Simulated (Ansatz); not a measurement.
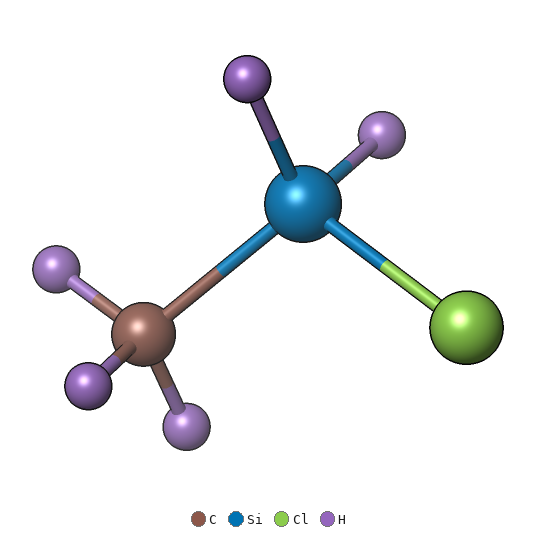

Ball-and-stick drawing of a structure.

Question: What is the molecular formula?

Answer: CH5ClSi, 8 atoms: 1 carbon, 5 hydrogen, 1 chlorine and 1 silicon.

Question: Name some functional groups or characteristic bonds that it holds.

Answer: Among them: Si–H bond.

Question: Count the bonded pairs by element.

Answer: 3 C–H, 2 Si–H, 1 C–Si, 1 Cl–Si.

Question: Give the symmetry (Schoenflies symbol).

Answer: Cs.

Question: How many sets of symmetry-equivalent atoms are there?

Answer: 6: 1 C, 1 Si, 1 Cl, 1 H, 2 H, 2 H.

More results for the same structure follow; atom numbers are the same in all pictures, views and colours differ. Computed geometry: PBE0-D4/def2-TZVP optimisation.

Geometry

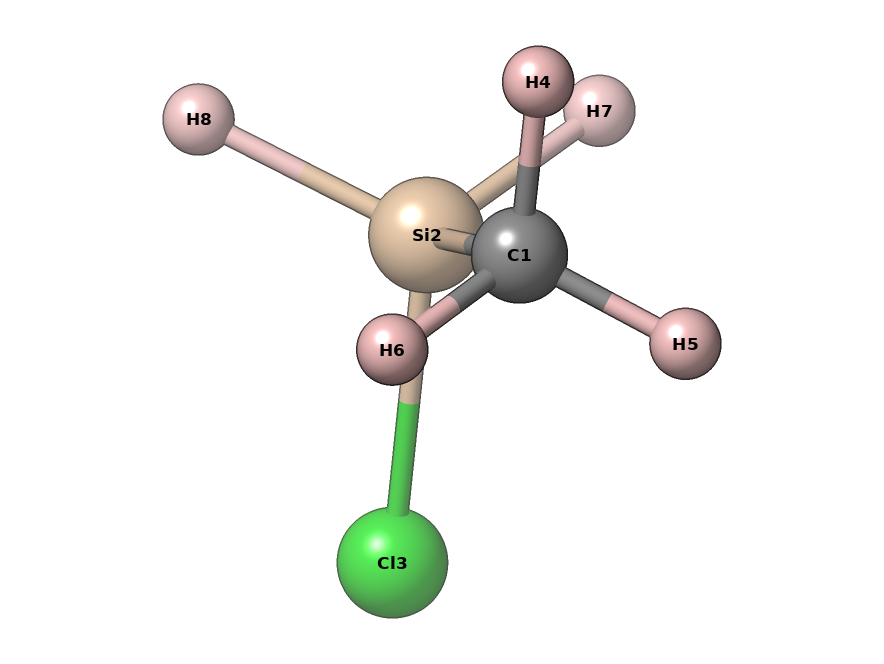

Si2 lies behind C1. The molecule seen a little off the C1–Si2 bond, C1 in front. Distant atoms are faded towards the background colour.

Question: What is the torsion angle H4–C1–Si2–Cl3? The sign is positive where the front bond must turn clockwise to cover the back bond.

Answer: 180°, antiperiplanar (anti). The bonds about C1–Si2 are staggered.

Vibrations

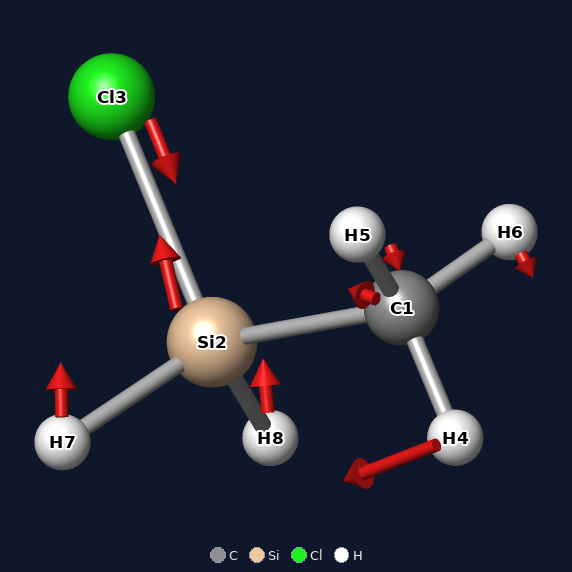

The arrows show one normal mode. Harmonic vibrations computed with RKS PBE0-D4/def2-TZVP (Ansatz 0.2.0) at a stationary point of the same level.

Question: What kind of motion is it?

Answer: Mostly Cl–Si stretching.

Question: Estimate its harmonic wavenumber.

Answer: 528 cm⁻¹; it is mode 4 of 18 counted from the lowest.

Charges

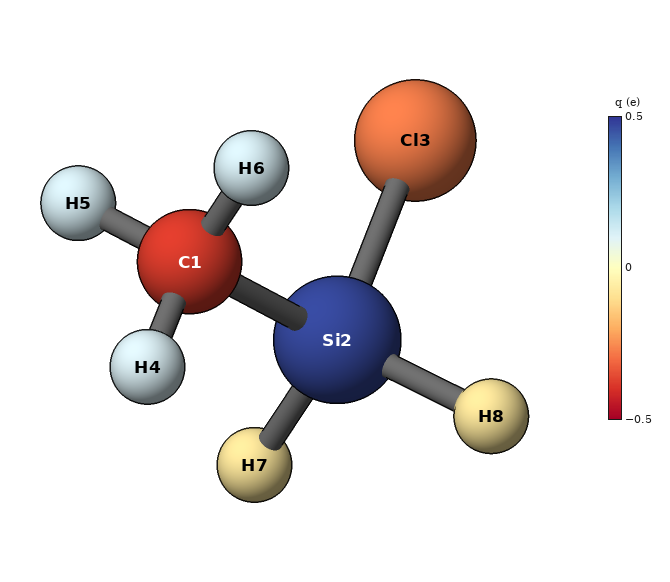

Atoms are coloured by their Mulliken charges. Level of theory: RKS B3LYP-D4/def2-TZVPP (Ansatz 0.2.0).

Question: Which atom carries the highest charge (most positive or least negative)?

Answer: Si2 (0.47 e).

Question: And the lowest?

Answer: C1 (−0.38 e).

Give the Mulliken charges atom by atom.

| atom | value (e) |
| --- | --- |
| C1 | −0.38 |
| Si2 | 0.47 |
| Cl3 | −0.27 |
| H4 | 0.10 |
| H5 | 0.11 |
| H6 | 0.11 |
| H7 | −0.07 |
| H8 | −0.07 |

Levels of theory compared

Program: Ansatz 0.2.0.

Compare HOMO–LUMO gap (eV), HOMO energy (eV) at these levels: B3LYP-D4/def2-TZVPP; HSE06-D4/def2-TZVPP; PBE-D4/def2-TZVPP; PBE0-D4/def2-QZVPP; PBE0-D4/def2-TZVPP; r2SCAN0-D4/def2-TZVPP; ωB97M-V/def2-QZVPP; ωB97M-V/def2-SVP.

| level | HOMO–LUMO gap (eV) | HOMO energy (eV) |
| --- | --- | --- |
| B3LYP-D4/def2-TZVPP | 8.74 | −8.50 |
| HSE06-D4/def2-TZVPP | 8.43 | −8.35 |
| PBE-D4/def2-TZVPP | 6.95 | −7.39 |
| PBE0-D4/def2-QZVPP | 9.01 | −8.77 |
| PBE0-D4/def2-TZVPP | 9.21 | −8.75 |
| r2SCAN0-D4/def2-TZVPP | 9.71 | −8.97 |
| ωB97M-V/def2-QZVPP | 12.63 | −11.02 |
| ωB97M-V/def2-SVP | 13.66 | −10.81 |

Mulliken values depend strongly on the basis set and can even reverse the polarity of a bond.
